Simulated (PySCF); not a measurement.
**What a change does: excited-state calculation on C3H9NSi**

System: C3H9NSi, SMILES C=CC[SiH2]N.
Method of run 1: TDDFT PBE0/def2-SVPD, vertical, gas phase, core orbitals frozen in the response (PySCF 2.14.0).

The geometry comes from this level: PBE0-D3(BJ)/def2-SVP. Text and figures count atoms from 1; the logs count them from 0 in places.

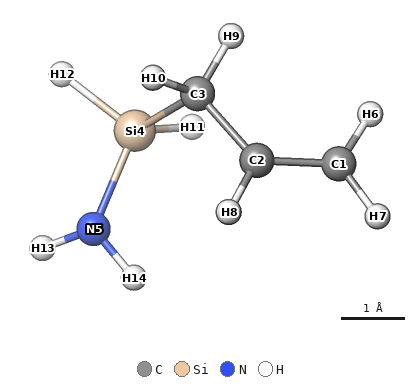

**Figure 1.** The input geometry (ball-and-stick view, seen at a tilt; atoms are numbered from 1 in the order of the input). Bond lengths as drawn: C–C 1.34 to 1.49 Å, C–H 1.09 to 1.10 Å, C–Si 1.89 Å, H–N 1.01 to 1.02 Å, H–Si 1.50 Å and N–Si 1.74 Å.

## Input file, run 1
```
{"job": {"kind": "uv", "xc": "PBE0", "basis": "def2-SVPD", "ip": true}, "charge": 0, "multiplicity": 1}
C      2.059506    -0.025193     1.055515
C      1.193844     0.546557     0.213164
C      0.546872    -0.110565    -0.960282
Si    -1.218118    -0.637281    -0.531303
N     -2.043710     0.706015     0.195515
H      2.403089    -1.055012     0.912969
H      2.460208     0.518209     1.914914
H      0.883228     1.581721     0.406052
H      1.106579    -1.005616    -1.278896
H      0.493046     0.581054    -1.817472
H     -1.113416    -1.867137     0.326449
H     -1.992903    -0.998815    -1.759262
H     -3.057651     0.713827     0.170951
H     -1.718159     1.040370     1.097005
```

The first line tells a small driver script what to run in PySCF; the rest is the geometry in Å.

Command:
```bash
OMP_NUM_THREADS=1 python <driver script> task.json out
```

Hardware: 1 CPU thread, shared host.

## Output (run 1)
```
coarse grid: 11528 points
cycle   1  E = -463.3317834139  dE =  2.088e-01  |g| = 4.728e-01  |ddm| = 4.746e+00
cycle   2  E = -463.2996065654  dE =  3.218e-02  |g| = 6.020e-01  |ddm| = 1.820e+00
cycle   3  E = -463.3864576263  dE = -8.685e-02  |g| = 5.850e-02  |ddm| = 9.788e-01
cycle   4  E = -463.3871498389  dE = -6.922e-04  |g| = 2.603e-02  |ddm| = 1.310e-01
cycle   5  E = -463.3873188789  dE = -1.690e-04  |g| = 4.761e-03  |ddm| = 3.947e-02
cycle   6  E = -463.3873233456  dE = -4.467e-06  |g| = 2.657e-03  |ddm| = 1.050e-02
final grid: 104896 points
cycle   7  E = -463.4434929129  dE = -1.765e-05  |g| = 7.657e-03  |ddm| = 7.439e-02
cycle   8  E = -463.4434784353  dE =  1.448e-05  |g| = 1.092e-02  |ddm| = 2.537e-02
cycle   9  E = -463.4435071629  dE = -2.873e-05  |g| = 1.107e-03  |ddm| = 1.492e-02
cycle  10  E = -463.4435074891  dE = -3.261e-07  |g| = 1.841e-04  |ddm| = 1.605e-03
cycle  11  E = -463.4435074965  dE = -7.422e-09  |g| = 9.582e-05  |ddm| = 5.011e-04
cycle  12  E = -463.4435074986  dE = -2.124e-09  |g| = 1.859e-05  |ddm| = 1.376e-04
cycle  13  E = -463.4435074987  dE = -9.936e-11  |g| = 2.525e-06  |ddm| = 4.434e-05
converged SCF energy = -463.4435074987

Static polarisability (au): isotropic 74.375, principal 63.944 68.512 90.670

Singlet excitations
state   eV       nm        f      main configurations
  1   6.0341    205.5   0.07719   H->L 0.67, H-1->L 0.21, H->L+1 0.08
  2   6.5276    189.9   0.03375   H-1->L 0.52, H->L+1 0.33
  3   6.6939    185.2   0.21614   H->L+1 0.44, H->L 0.22, H-1->L+1 0.19
  4   6.8324    181.5   0.00968   H->L+2 0.89
  5   7.1474    173.5   0.07469   H-1->L+1 0.54, H->L+3 0.22, H-1->L 0.10
  6   7.3987    167.6   0.01759   H->L+3 0.35, H-1->L+2 0.34, H->L+4 0.12
  7   7.4224    167.0   0.07009   H-1->L+2 0.35, H->L+3 0.33, H->L+4 0.11
  8   7.5987    163.2   0.02614   H->L+4 0.62, H-1->L+2 0.21, H->L+5 0.09
  9   7.6627    161.8   0.02708   H->L+5 0.79, H->L+4 0.10
 10   7.8437    158.1   0.00042   H-1->L+3 0.78, H->L+7 0.08

Triplet excitations (Tamm-Dancoff, eV): 4.1406 5.8535 6.4224 6.6895
Vertical ionisation energy (delta-SCF) = 8.8222 eV
```

The input of run 2 differs as follows (lines with − go, lines with + come):
```diff
-"basis": "def2-SVPD"
-"ip": true
+"basis": "6-31G*"
```

Predict how the results change.

The total energy of run 2 is 107.9 kcal/mol lower, which measures the change of basis and not a stability. The HOMO goes from −6.97 to −6.65 eV. The LUMO goes from 0.00 to 0.57 eV. The dipole moment goes from 0.81 to 1.01 D. The lowest excitation goes from 6.03 to 6.29 eV. The strongest computed line goes from 6.69 to 7.85 eV. Diffuse functions give room to the loosely bound empty orbitals, which lowers the LUMO. The number of SCF iterations is the same. The basis functions go from 176 to 92.

## Output (run 2)
```
coarse grid: 11528 points
cycle   1  E = -463.6057888919  dE =  2.618e-01  |g| = 5.040e-01  |ddm| = 3.170e+00
cycle   2  E = -463.5793908051  dE =  2.640e-02  |g| = 6.048e-01  |ddm| = 9.832e-01
cycle   3  E = -463.6673001970  dE = -8.791e-02  |g| = 5.990e-02  |ddm| = 5.756e-01
cycle   4  E = -463.6680547456  dE = -7.545e-04  |g| = 2.306e-02  |ddm| = 7.367e-02
cycle   5  E = -463.6681881353  dE = -1.334e-04  |g| = 4.205e-03  |ddm| = 2.347e-02
cycle   6  E = -463.6681916189  dE = -3.484e-06  |g| = 2.263e-03  |ddm| = 5.445e-03
final grid: 104896 points
cycle   7  E = -463.6155032218  dE = -1.464e-05  |g| = 7.907e-03  |ddm| = 1.524e-02
cycle   8  E = -463.6154921299  dE =  1.109e-05  |g| = 1.053e-02  |ddm| = 1.559e-02
cycle   9  E = -463.6155187057  dE = -2.658e-05  |g| = 1.140e-03  |ddm| = 8.811e-03
cycle  10  E = -463.6155190488  dE = -3.432e-07  |g| = 1.847e-04  |ddm| = 1.143e-03
cycle  11  E = -463.6155190561  dE = -7.294e-09  |g| = 9.723e-05  |ddm| = 2.461e-04
cycle  12  E = -463.6155190583  dE = -2.192e-09  |g| = 1.626e-05  |ddm| = 8.738e-05
cycle  13  E = -463.6155190584  dE = -7.265e-11  |g| = 3.556e-06  |ddm| = 2.130e-05
converged SCF energy = -463.6155190584

Static polarisability (au): isotropic 59.521, principal 45.629 56.242 76.694

Singlet excitations
state   eV       nm        f      main configurations
  1   6.2865    197.2   0.07961   H->L 0.64, H-1->L 0.27
  2   6.8942    179.8   0.13071   H-1->L 0.63, H->L 0.20, H->L+1 0.11
  3   7.2337    171.4   0.11095   H->L+1 0.59, H-1->L+1 0.26, H->L 0.10
  4   7.6345    162.4   0.04102   H->L+2 0.89
  5   7.8537    157.9   0.14904   H-1->L+1 0.55, H->L+1 0.20
  6   8.0893    153.3   0.01154   H-1->L+2 0.85
  7   8.2538    150.2   0.00290   H-2->L 0.55, H-3->L 0.18, H-4->L 0.13
  8   8.5256    145.4   0.00229   H-3->L 0.32, H-2->L 0.31, H->L+3 0.14
  9   8.6740    142.9   0.00047   H->L+3 0.44, H->L+4 0.27, H-3->L 0.14
 10   8.8168    140.6   0.01322   H->L+4 0.37, H->L+3 0.26, H-4->L 0.19

Triplet excitations (Tamm-Dancoff, eV): 4.1784 6.0366 6.9505 7.1513
```

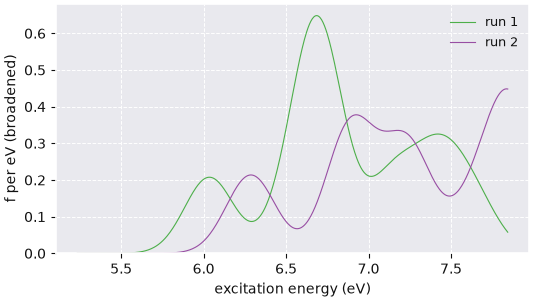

**Figure 2.** Absorption of the two runs from their computed states, each broadened by a Gaussian of 0.35 eV full width; the range ends where the shorter list of states ends.

## The two runs side by side

| quantity | run 1 | run 2 |
| --- | --- | --- |
| outcome | converged | converged |
| total energy (hartree) | −463.443507 | −463.615519 |
| HOMO (eV) | −6.97 | −6.65 |
| LUMO (eV) | 0.00 | 0.57 |
| dipole moment (D) | 0.81 | 1.01 |
| lowest excitation (eV) | 6.03 | 6.29 |
| SCF iterations | 13 | 13 |
| strongest computed line (eV) | 6.69 | 7.85 |
| basis functions | 176 | 92 |
| wall time (shared host) | 2 min | 17 s |
